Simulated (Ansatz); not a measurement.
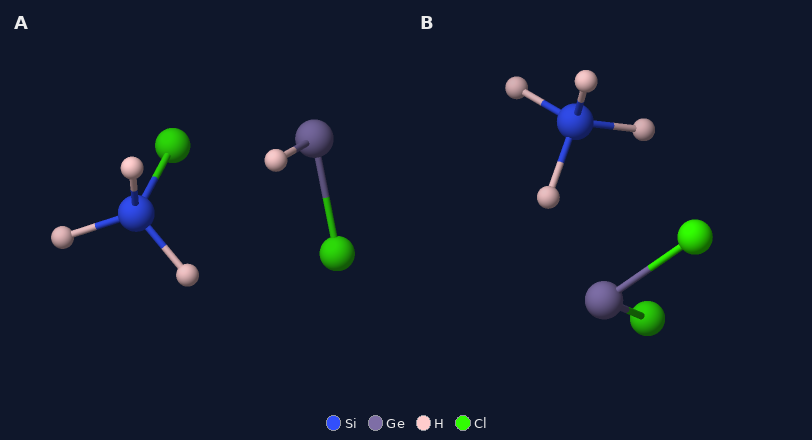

2 stationary structures of one formula. Geometries: PBE0-D4/def2-TZVP. Electronic energies: RHF/STO-3G (Ansatz 0.2.0), without zero-point energy. Each is one conformer, not always the lowest.

Question: Which structure is the most stable?

Answer: B is lowest (C1, a minimum); A lies 0.364 eV above it (C1, a minimum).

Give E(B) − E(A) in eV at these levels too: ωB97X-V/def2-TZVPP; SPW92 (LDA)/def2-SVP; r2SCAN0-D4/def2-TZVPP; CCSD(T)/CBS (MP2 limit from def2-TZVPP and def2-QZVPP plus CCSD(T) − MP2); PBE-D4/STO-3G; ωB97M-V/def2-TZVPP; B3LYP-D4/6-31G; RHF-MP2 (frozen core)/def2-QZVPP.

```
                                                                    level  E(B) − E(A) (eV)
                                                       ωB97X-V/def2-TZVPP            −0.314
                                                     SPW92 (LDA)/def2-SVP            −0.361
                                                    r2SCAN0-D4/def2-TZVPP            −0.334
CCSD(T)/CBS (MP2 limit from def2-TZVPP and def2-QZVPP plus CCSD(T) − MP2)            −0.310
                                                            PBE-D4/STO-3G            −0.570
                                                       ωB97M-V/def2-TZVPP            −0.307
                                                           B3LYP-D4/6-31G            −0.767
                                         RHF-MP2 (frozen core)/def2-QZVPP            −0.311
```
